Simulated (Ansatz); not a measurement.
# C₂H₇BSi (SMILES CC1B[SiH2]1): what the fields show

The calculation's input:

```
crystal:
  periodic: [false, false, false]
  atoms:
    - {symbol: C, position_ang: [-0.065807, 1.571412, 0.086566]}
    - {symbol: C, position_ang: [0.428965, 0.160085, -0.097709]}
    - {symbol: B, position_ang: [0.635508, -0.838100, 0.978857]}
    - {symbol: Si, position_ang: [-0.282709, -1.774505, -0.388772]}
    - {symbol: H, position_ang: [0.766983, 2.277784, 0.005782]}
    - {symbol: H, position_ang: [-0.799805, 1.847014, -0.675622]}
    - {symbol: H, position_ang: [-0.525220, 1.707063, 1.066167]}
    - {symbol: H, position_ang: [0.859881, 0.001693, -1.093213]}
    - {symbol: H, position_ang: [0.539163, -0.739179, 2.159632]}
    - {symbol: H, position_ang: [0.204486, -2.044556, -1.760726]}
    - {symbol: H, position_ang: [-1.696145, -2.225813, -0.260361]}
basis:
  gaussian: {orbitals: def2-TZVPP}
hamiltonian: {xc: pbe0, dispersion: d4}
output: {orbitals: {seedname: orbitals}}
```

Launched as:

```sh
ansatz run in.yaml --threads 2 --pin off --events-out ev --progress --plain --max-ram 4352MiB
```

Geometry: PBE0-D4/def2-TZVP.

Level of theory: Ansatz 0.2.0, RKS PBE0-D4/def2-TZVPP.

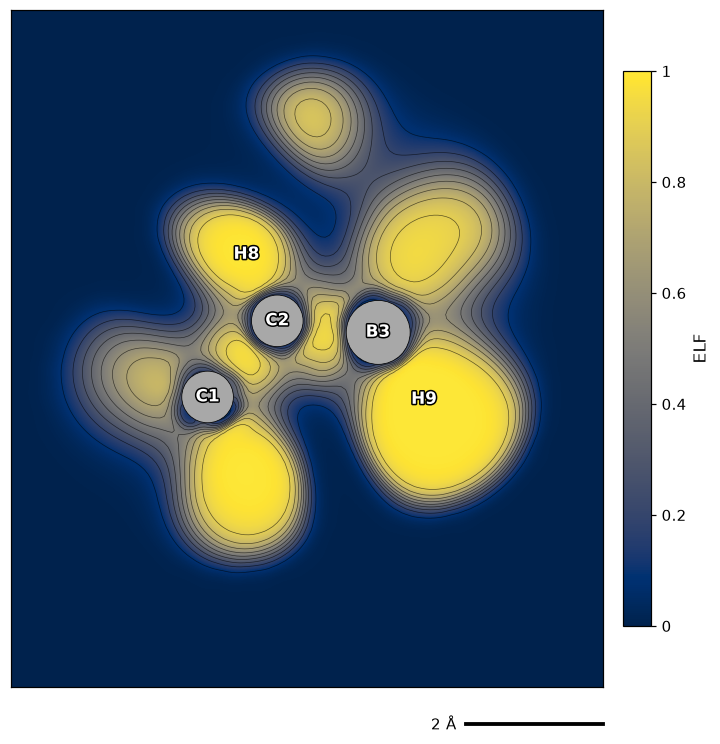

Figure 1. Electron localisation function on the plane of atoms C1, C2 and B3. Grey discs cover the atomic cores.

> Read the bonding off the picture.

The section cuts through C, B and H sites. C–B (1.48 Å): the ELF peaks at about 0.95 between the atoms; localised, covalent bonding. C–C (1.51 Å): the ELF peaks at about 0.95 between the atoms; a covalent bond. C–H (1.10 Å): the ELF climbs to about 1 towards the hydrogen, as it does in any bond to H; an ordinary covalent bond to hydrogen. B–H (1.19 Å): the ELF climbs to about 1 towards the hydrogen; an ordinary covalent bond to hydrogen.

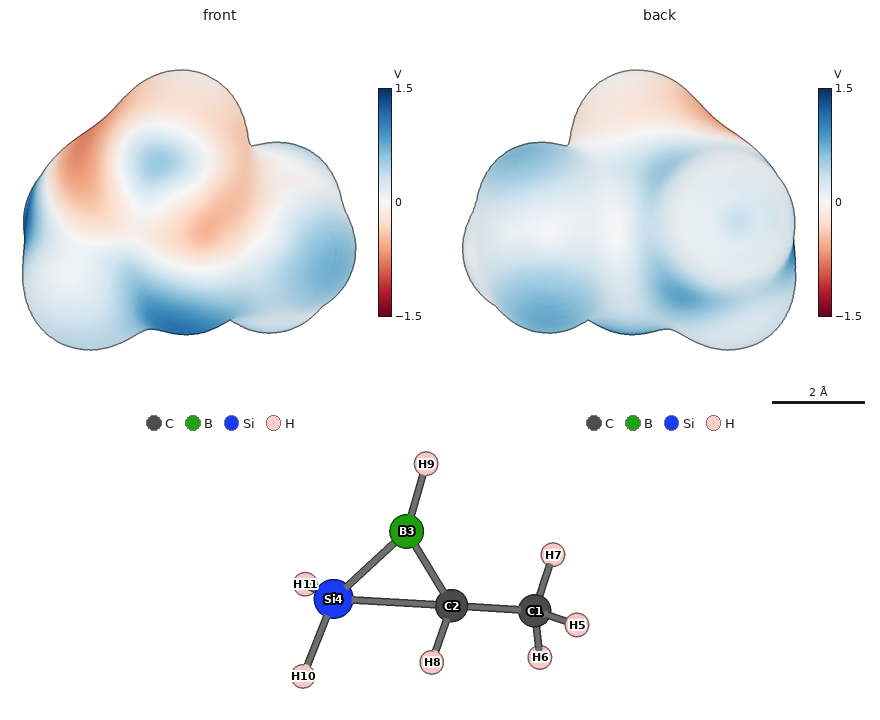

Figure 2. The molecular electrostatic potential painted on the density surface at 0.002 e/bohr³, seen from the front and from behind; red is negative and blue positive. The bare structure is drawn below in the same view.

> Where is the surface potential most negative and most positive?

The most negative region (about −0.7 V) lies over H9, the most positive (about +1.3 V) over Si4.

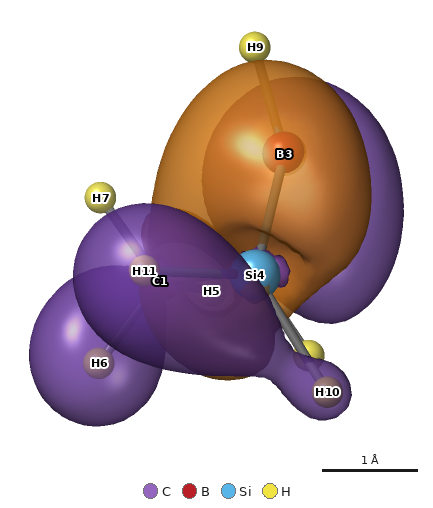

Figure 3. The HOMO−1 at ±0.1 Å⁻³ᐟ² (orange and purple are the two phases), seen at an oblique angle.

> What is the character of this orbital?

Its weight (Hirshfeld) is mainly on C2 (about 30 %), B3 (about 25 %), Si4 (about 20 %), C1 (about 5 %) and H11 (about 5 %). Its energy is −7.80 eV.
